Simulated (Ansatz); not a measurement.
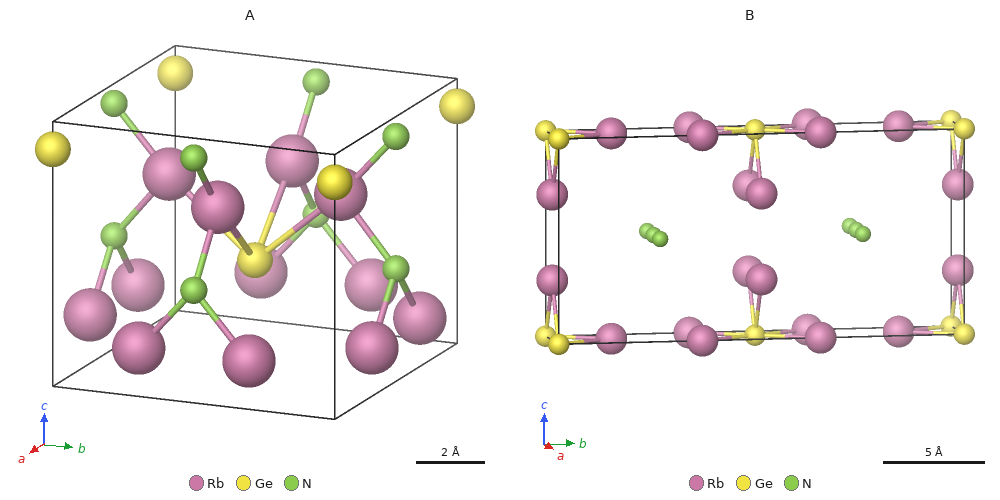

Two structures of Rb4GeN2, each relaxed to rest (conventional cells in solid outline, small ones repeated, not to one scale). Method: DFT PBE, scalar-relativistic, plane waves, PAW (Ansatz 0.2.0), without spin polarisation.

Which structures are these?

A: 14 atoms a cell on a body-centred tetragonal lattice, I4mm. B: 14 atoms a cell on a base-centred orthorhombic lattice, Cmmm.

What is the energy order of the two?

B is lower, by 173 meV/atom at this level of theory (energies at zero smearing). Volumes: A 48.5, B 49.8 Å³/atom.

One or both may be structure types tried for this composition rather than known phases.
